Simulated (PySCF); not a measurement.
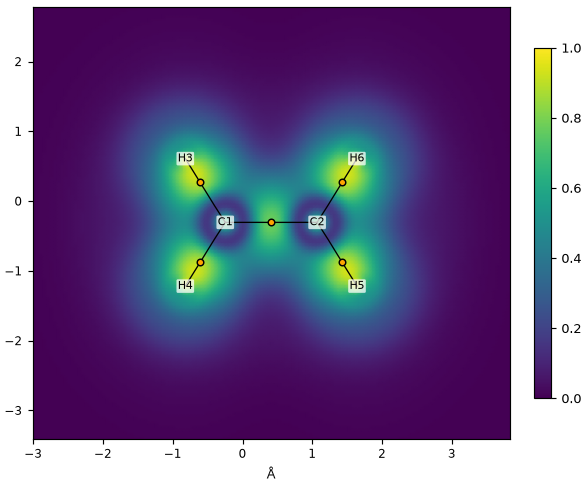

C₃H₇I, SMILES `C=C.CI`. Localised orbital locator (LOL) in the plane of C1, C2, H3, H4, H5 and H6, with bond paths and bond critical points (dots).

PySCF calculation, PBE0/def2-SVPD, gas phase; geometry: an unrelaxed start of a pair search. Core potentials replace the inner electrons of I; spin–orbit coupling isn't included.

**Rank the bonds in the plane by LOL at their critical points.**

C1–H3: about 0.90; C2–H6: about 0.90; C2–H5: about 0.90; C1–H4: about 0.89; C1–C2: about 0.78. Values above 0.5 mark slow, localised electrons, as in shared pairs; low values at a critical point mark a polar or closed-shell contact whose critical point lies between the shells.

**Where along C1–H3 does the critical point lie?**

0.68 Å from C1 and 0.40 Å from H3.

The PySCF run took 25 s on 1 thread of Arm Neoverse V2, on a shared host, peak memory 0.59 GiB.
